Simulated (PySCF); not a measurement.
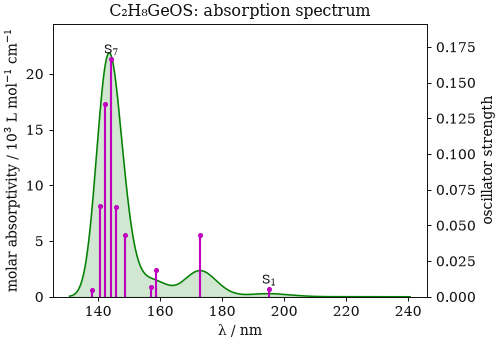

Computed absorption of C₂H₈GeOS, SMILES C[O][GeH2][S]C, singlet. Vertical TDHF excitations, HF/def2-SVPD in PySCF, at a PBE0-D3(BJ)/def2-SVP geometry (no frequency check), gas phase. Only the first 10 singlet excitations are included; each is broadened by a Gaussian of 1/e half-width 0.30 eV. Sticks give oscillator strengths (right axis).

> Which of the computed transitions is the brightest, and what character does the calculation give it?

S7 at 8.60 eV (144 nm), f = 0.166, mixed, the largest part being HOMO → LUMO+4 (32 %).

> Does any vertical transition fall in the visible?

No singlet lies below 3.1 eV (beyond 400 nm), so at this level no vertical transition falls in the visible.

Caveats: one conformer of a flexible molecule; core orbitals are frozen in the response.
